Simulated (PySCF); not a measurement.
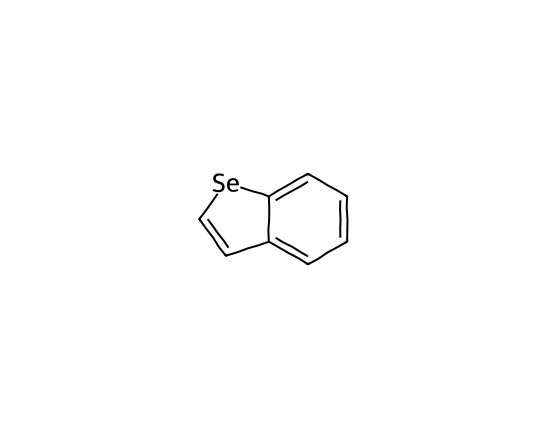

The geometry was computed by an optimisation with GFN2-xTB. No frequency run is at hand to confirm it as a minimum. Method: PBE0/def2-SVPD, gas phase (PySCF 2.14.0). Excitations: vertical, linear response.

Give the HOMO–LUMO gap at this level.

5.36 eV.

Estimate the dipole moment.

0.54 D.

Estimate the HOMO energy (Kohn–Sham orbital).

−6.28 eV.

Estimate the brightest of the 8 lowest singlets.

5.75 eV.

The geometry is semi-empirical. Around Se such bond lengths and angles can be off by a tenth of an ångström or more and by several degrees, and values that hang on the shape move with them.
